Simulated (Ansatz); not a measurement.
# CH6AlBO: geometry optimisation from a Python script

What geometry does CH6AlBO take? A script is to give a geometry optimisation; the system is CH6AlBO. SMILES: [CH3][AlH][BH]O.

All numbers are computed with the Python package of Ansatz 0.2.0. Level of theory: B3LYP/def2-SVP.

## Step 1: The structure

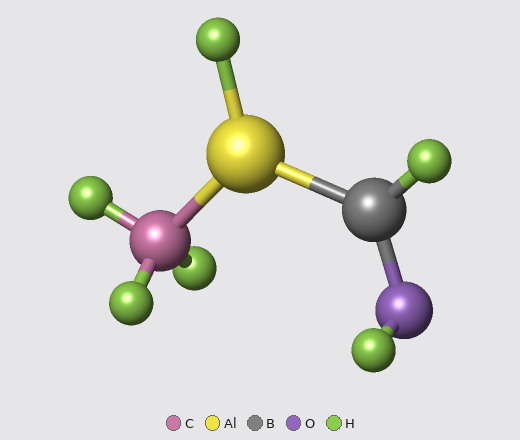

The starting structure, viewed from a chosen angle; carbon pink, aluminium yellow, boron grey, oxygen purple, hydrogen green.

No structure file is read: the coordinates are typed or built in the script.

## Step 2: The script

The input, ch6albo.py:

```python
"""Geometry optimisation of CH6AlBO."""

import itertools

import ansatz as az
from ase import Atoms
from ase.data import atomic_numbers, covalent_radii
import numpy as np
import pandas as pd


def main() -> None:
    atoms = Atoms(["C", "Al", "B", "O", "H", "H", "H", "H", "H", "H"], positions=[
        (-1.5891, 0.4967, -0.3454),
        (0.2656, 0.3115, -0.882),
        (1.5134, -0.7501, 0.328),
        (1.1206, -1.3323, 1.5759),
        (-2.1148, -0.4621, -0.2868),
        (-1.6915, 1.0814, 0.6178),
        (-2.1377, 1.1419, -1.1248),
        (0.8478, 0.9748, -2.2457),
        (2.6824, -0.8728, 0.0772),
        (1.1863, -0.6403, 2.2886),
    ])
    ch6albo = az.Crystal.molecule_from_ase(atoms)

    calculation = (
        ch6albo.calculation()
        .basis(gaussian="def2-SVP")
        .functional("b3lyp")
        .scf(lower_state_search="light")
    )
    symbols = [site.symbol for site in ch6albo.cartesian_sites]
    start = np.array([site.position_ang for site in ch6albo.cartesian_sites], dtype=float)
    def progress(event):
        if event["event"] == "relax_step":
            row = event["data"]
            print(f"step {row['step']:3d}  E = {row['lagrangian_ev']:.6f} eV  largest force component {row['allowed_force_max_ev_ang']:.4f} eV/A")


    data = calculation.relax(force_tolerance=0.005, max_steps=100).session().plan().execute(on_event=progress).report
    end = np.array(data["positions_ang"])

    print(f"E = {data['free_energy_ev']:.6f} eV = {data['free_energy_ev'] / 27.211386246:.7f} Ha")
    print("converged:", data["converged"], " doubts:", data["published_state_doubts"] or "none")

    # pairs closer than 1.2 times the sum of covalent radii, before or after
    radius = [covalent_radii[atomic_numbers[s]] for s in symbols]
    span = lambda where, i, j: np.linalg.norm(where[i] - where[j])
    bonded = [(i, j) for i, j in itertools.combinations(range(len(symbols)), 2) if min(span(start, i, j), span(end, i, j)) < 1.2 * (radius[i] + radius[j])]
    print("pair        before    after (A)")
    for i, j in bonded:
        print(f"{symbols[i]}{i}-{symbols[j]}{j}".ljust(10), f"{span(start, i, j):8.4f} {span(end, i, j):8.4f}")

    charges = data["charge_distribution"]
    table = pd.DataFrame({"atom": symbols, "mulliken": charges["mulliken_charges_e"], "lowdin": charges["lowdin_charges_e"]})
    print(table.round(3).to_string())
    print("dipole (e A):", np.round(charges["dipole_moment_e_ang"], 4) + 0.0)


if __name__ == "__main__":
    main()
```

## Step 3: Launch

Command:

```console
$ python ch6albo.py
```

Output:

```text
step   1  E = -10450.190288 eV  largest force component 2.3188 eV/A
step   2  E = -10450.477352 eV  largest force component 1.5769 eV/A
step   3  E = -10450.772320 eV  largest force component 1.3303 eV/A
step   4  E = -10450.838399 eV  largest force component 3.3507 eV/A
step   5  E = -10451.171671 eV  largest force component 0.8593 eV/A
step   6  E = -10451.229966 eV  largest force component 0.9918 eV/A
step   7  E = -10451.248035 eV  largest force component 0.7499 eV/A
step   8  E = -10451.255252 eV  largest force component 0.1569 eV/A
step   9  E = -10451.255975 eV  largest force component 0.0361 eV/A
step  10  E = -10451.256355 eV  largest force component 0.0366 eV/A
[... 43 cycles left out ...]
step  54  E = -10451.267130 eV  largest force component 0.0240 eV/A
step  55  E = -10451.267173 eV  largest force component 0.0019 eV/A
step  56  E = -10451.267149 eV  largest force component 0.0331 eV/A
step  57  E = -10451.267191 eV  largest force component 0.0152 eV/A
step  58  E = -10451.267235 eV  largest force component 0.0252 eV/A
step  59  E = -10451.267252 eV  largest force component 0.0148 eV/A
step  60  E = -10451.267260 eV  largest force component 0.0086 eV/A
step  61  E = -10451.267265 eV  largest force component 0.0005 eV/A
step  62  E = -10451.267270 eV  largest force component 0.0025 eV/A
step  63  E = -10451.267271 eV  largest force component 0.0025 eV/A
E = -10451.267530 eV = -384.0769976 Ha
converged: True  doubts: none
pair        before    after (A)
C0-Al1       1.9396   1.9769
C0-H4        1.0950   1.1060
C0-H5        1.1314   1.1033
C0-H6        1.1510   1.1059
Al1-B2       2.0367   2.1743
Al1-H7       1.6244   1.5966
B2-O3        1.4320   1.3578
B2-H8        1.2019   1.2158
O3-H9        0.9956   0.9664
  atom  mulliken  lowdin
0    C    -0.342  -0.154
1   Al     0.514   0.332
2    B    -0.160  -0.383
3    O    -0.091   0.342
4    H     0.041   0.018
5    H     0.021   0.001
6    H     0.041   0.018
7    H    -0.169  -0.127
8    H    -0.043  -0.046
9    H     0.187  -0.001
dipole (e A): [-0.3485  0.0508  0.2029]
```

Run time: 3.9 min. Hardware: 1 thread of Arm Neoverse V1, shared host; peak memory 0.29 GiB.

## Step 4: What the engine kept of the run

The report of the run holds:

| item | value |
| --- | --- |
| SCF cycles in all | 455 |
| orbitals | 90 |
| total energy (eV) | -10451.26753 |

## Step 5: How the relaxation went

Step by step:

| step | E - E(step 1) (eV) | largest force component (eV/Å) |
| --- | --- | --- |
| 1 | 0.0000 | 2.3188 |
| 2 | -0.2871 | 1.5769 |
| 3 | -0.5820 | 1.3303 |
| 4 | -0.6481 | 3.3507 |
| 5 | -0.9814 | 0.8593 |
| 6 | -1.0397 | 0.9918 |
| 7 | -1.0577 | 0.7499 |
| 8 | -1.0650 | 0.1569 |
| 9 | -1.0657 | 0.0361 |
| 10 | -1.0661 | 0.0366 |
| 11 | -1.0664 | 0.0148 |
| 12 | -1.0666 | 0.0160 |
| 13 | -1.0667 | 0.0157 |
| 14 | -1.0668 | 0.0314 |
| 15 | -1.0668 | 0.0436 |
| 16 | -1.0670 | 0.0673 |
| 17 | -1.0671 | 0.0584 |
| 18 | -1.0661 | 0.1238 |
| 19 | -1.0672 | 0.0426 |
| 20 | -1.0674 | 0.0421 |
| 21 | -1.0674 | 0.0355 |
| 22 | -1.0676 | 0.0232 |
| 23 | -1.0676 | 0.1079 |
| 24 | -1.0679 | 0.0337 |
| 25 | -1.0676 | 0.1097 |
| 26 | -1.0680 | 0.0429 |
| 27 | -1.0663 | 0.1542 |
| 28 | -1.0685 | 0.0379 |
| 29 | -1.0687 | 0.0447 |
| 30 | -1.0691 | 0.0608 |
| 31 | -1.0694 | 0.1125 |
| 32 | -1.0699 | 0.0825 |
| 33 | -1.0703 | 0.1008 |
| 34 | -1.0486 | 0.5584 |
| 35 | -1.0721 | 0.0290 |
| 36 | -1.0729 | 0.0219 |
| 37 | -1.0708 | 0.2345 |
| 38 | -1.0732 | 0.0309 |
| 39 | -1.0740 | 0.0220 |
| 40 | -1.0731 | 0.2255 |
| 41 | -1.0696 | 0.1506 |
| 42 | -1.0744 | 0.0130 |
| 43 | -1.0750 | 0.0492 |
| 44 | -1.0751 | 0.1031 |
| 45 | -1.0754 | 0.0790 |
| 46 | -1.0759 | 0.0322 |
| 47 | -1.0762 | 0.0154 |
| 48 | -1.0750 | 0.1858 |
| 49 | -1.0427 | 0.9849 |
| 50 | -1.0765 | 0.0164 |
| 51 | -1.0761 | 0.1301 |
| 52 | -1.0766 | 0.0219 |
| 53 | -1.0767 | 0.0521 |
| 54 | -1.0768 | 0.0240 |
| 55 | -1.0769 | 0.0019 |
| 56 | -1.0769 | 0.0331 |
| 57 | -1.0769 | 0.0152 |
| 58 | -1.0769 | 0.0252 |
| 59 | -1.0770 | 0.0148 |
| 60 | -1.0770 | 0.0086 |
| 61 | -1.0770 | 0.0005 |
| 62 | -1.0770 | 0.0025 |
| 63 | -1.0770 | 0.0025 |

Step 1 is the start. Steps 18, 23, 25, 27, 34, 37, 40, 41 and more were tried and not accepted.

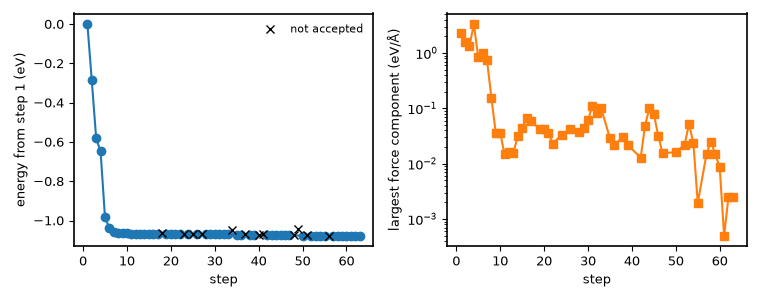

Energy and largest force along the relaxation.

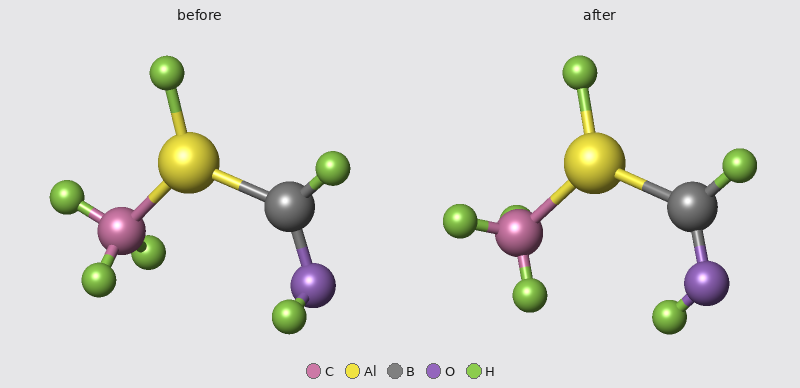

Before and after, at one scale.

Before: Bond lengths: C1–Al2 1.940 Å, Al2–B3 2.037 Å, B3–O4 1.432 Å, C1–H5 1.095 Å, C1–H6 1.131 Å, C1–H7 1.151 Å, Al2–H8 1.624 Å, B3–H9 1.202 Å, O4–H10 0.996 Å. Angles: C1–Al2–B3 118.1°, C1–Al2–H8 122.4°, B3–Al2–H8 119.5°, Al2–C1–H5 113.0°, Al2–C1–H6 111.8°, Al2–C1–H7 108.8°, H5–C1–H6 111.3°, H5–C1–H7 107.4°, H6–C1–H7 104.1°, Al2–B3–O4 124.2°, Al2–B3–H9 121.7°, O4–B3–H9 114.0°, B3–O4–H10 108.9°.

After: Bond lengths: C1–Al2 1.977 Å, Al2–B3 2.174 Å, B3–O4 1.358 Å, C1–H5 1.106 Å, C1–H6 1.103 Å, C1–H7 1.106 Å, Al2–H8 1.597 Å, B3–H9 1.216 Å, O4–H10 0.966 Å. Angles: C1–Al2–B3 122.0°, C1–Al2–H8 116.2°, B3–Al2–H8 121.8°, Al2–C1–H5 110.4°, Al2–C1–H6 115.4°, Al2–C1–H7 110.4°, H5–C1–H6 107.2°, H5–C1–H7 105.6°, H6–C1–H7 107.2°, Al2–B3–O4 123.3°, Al2–B3–H9 123.6°, O4–B3–H9 113.1°, B3–O4–H10 114.1°.

## Step 6: What came out

```
                    quantity           value
                total energy  -10451.2675 eV
               dipole moment          1.95 D
     moves of the relaxation              50
               energy gained        1.077 eV
last largest force component     0.0025 eV/Å
```

**Reading.** After 50 moves the largest shift is 0.827 Å, of atom 7 (H). So large a move can change the bonding: the results belong to the relaxed structure. Notes:
- The end point is the stationary point reached from this start; no frequency run checks that it is a minimum, and the basis set is modest.
- The Löwdin charges here are taken after orthogonalising the functions within each atom; they differ from plain Löwdin charges, and their signs can be unphysical.
- b3lyp holds the VWN-RPA fit, as in Gaussian; the form of ORCA and Turbomole is b3lyp5.
